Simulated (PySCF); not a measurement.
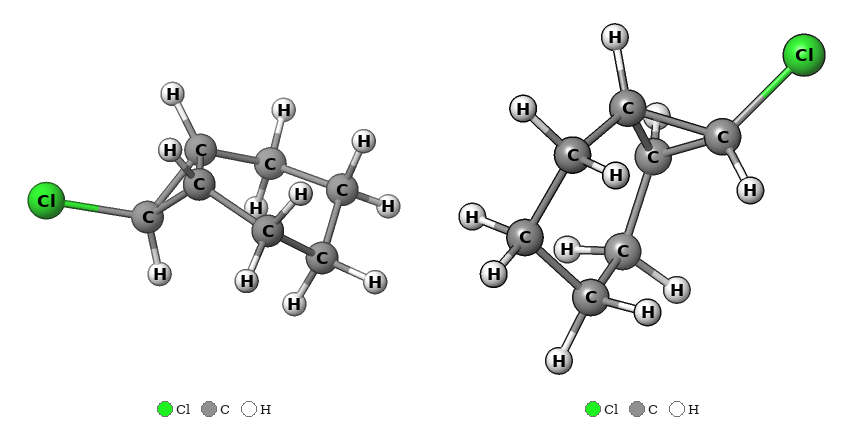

The same structure drawn twice, from different directions.

The computed structure is the end point of a GFN2-xTB optimisation. No frequency run is at hand to confirm it as a minimum.

Identify the structure.

The molecule is C7H11Cl. Its SMILES string is `Cl[C@@H]1[C@H]2CCCC[C@@H]12`. Independent rings (smallest set): 1 of 3 members, 1 of 6 members. Among its groups: C–Cl bond. Coordination, clear cases only: 4 C tetrahedral.

More results for the same structure follow; atom numbers are the same in all pictures, views and colours differ.

### Geometry

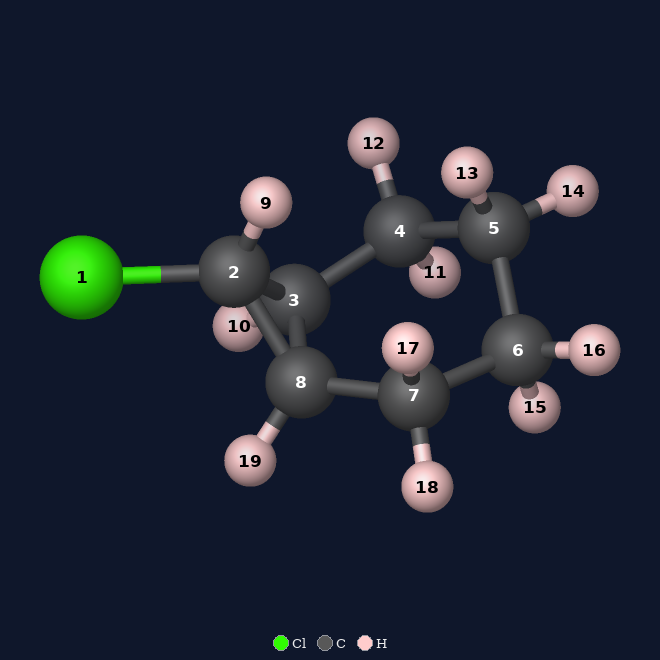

The atoms are numbered. No frequency run is at hand to confirm it as a minimum.

List the bonds and their lengths. Leave out bonds to hydrogen.

```csv
bond,length (Å),order
Cl1–C2,1.759,single
C2–C3,1.496,single
C2–C8,1.500,single
C3–C4,1.513,single
C3–C8,1.508,single
C4–C5,1.527,single
C5–C6,1.525,single
C6–C7,1.528,single
C7–C8,1.518,single
```

### Quadrupole coupling

No frequency run is at hand to confirm it as a minimum. Electric field gradients from the ground-state density, PBE0/pcSseg-1 (PySCF 2.14.0), non-relativistic apart from any core potentials.

Give the largest field-gradient component, the quadrupole coupling constant and the asymmetry for 35Cl at Cl1 (Q = −81.7 mb), 2H at H9 (Q = 2.86 mb), 2H at H10 (Q = 2.86 mb), 2H at H11 (Q = 2.86 mb), 2H at H12 (Q = 2.86 mb).

| atom | V_zz (a.u.) | e²qQ/h (MHz) | η |
| --- | --- | --- | --- |
| Cl1 | 3.931 | −75.5 | 0.02 |
| H9 | 0.323 | 0.217 | 0.12 |
| H10 | 0.319 | 0.214 | 0.08 |
| H11 | 0.301 | 0.203 | 0.02 |
| H12 | 0.302 | 0.203 | 0.01 |

### Dipole moment

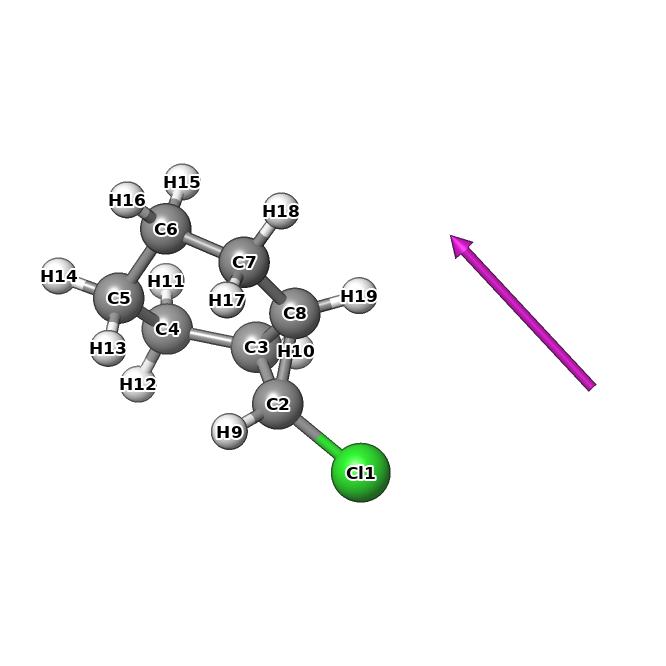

The arrow beside the molecule shows the direction of the dipole moment, from the negative to the positive end (its length means nothing). No frequency run is at hand to confirm it as a minimum. Properties computed with PBE0/pcSseg-1, gas phase (PySCF 2.14.0).

How large is the dipole moment?

Answer. 2.41 D; it points from the side of Cl1 to the side of H16 (the outermost atoms at the two ends).

### NMR shielding

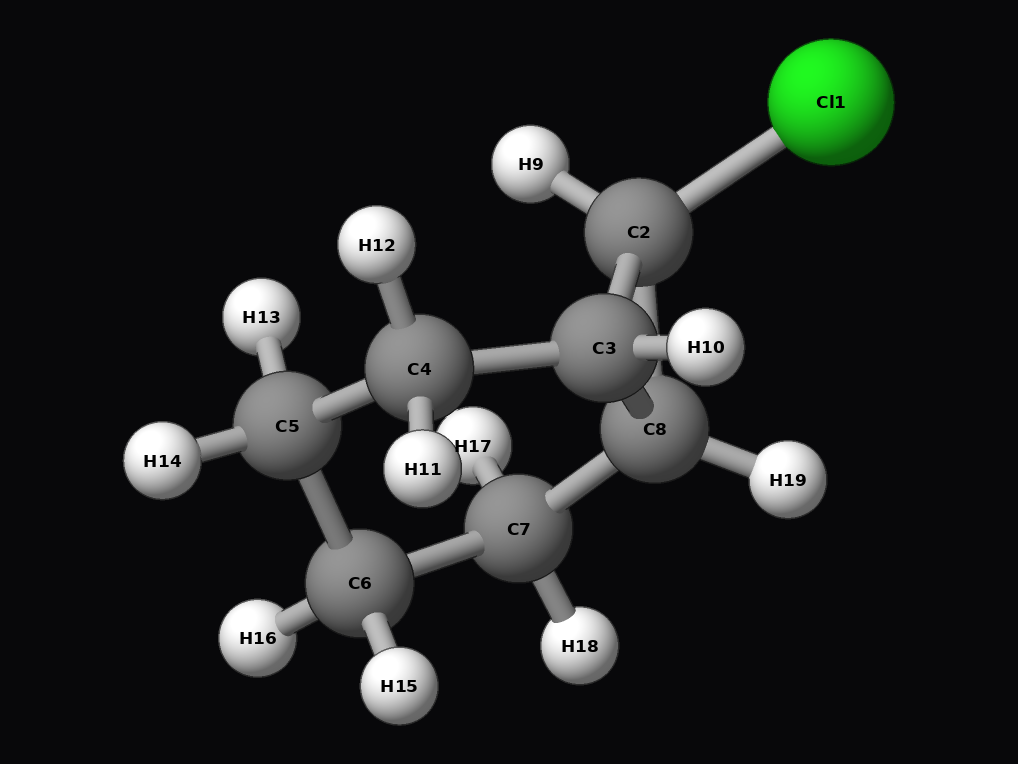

No frequency run is at hand to confirm it as a minimum. Method: GIAO PBE0/pcSseg-1 NMR shielding, non-relativistic, gas phase (PySCF 2.14.0). Principal shieldings σ11 ≤ σ22 ≤ σ33, span Ω = σ33 − σ11, skew κ = 3(σiso − σ22)/Ω.

Give the shielding tensors of the C atoms.

```
atom    σ11    σ22    σ33   σiso     Ω      κ
  C2  108.1  125.1  195.8  143.0  87.7   0.61
  C3  122.5  161.1  199.8  161.1  77.3   0.00
  C4  155.8  162.9  166.0  161.6  10.2  −0.38
  C5  157.2  163.0  168.1  162.8  11.0  −0.06
  C6  154.8  160.5  168.6  161.3  13.8   0.17
  C7  149.2  160.8  168.3  159.4  19.0  −0.21
  C8  122.4  161.1  202.9  162.1  80.6   0.04
```

Shieldings and span in ppm.
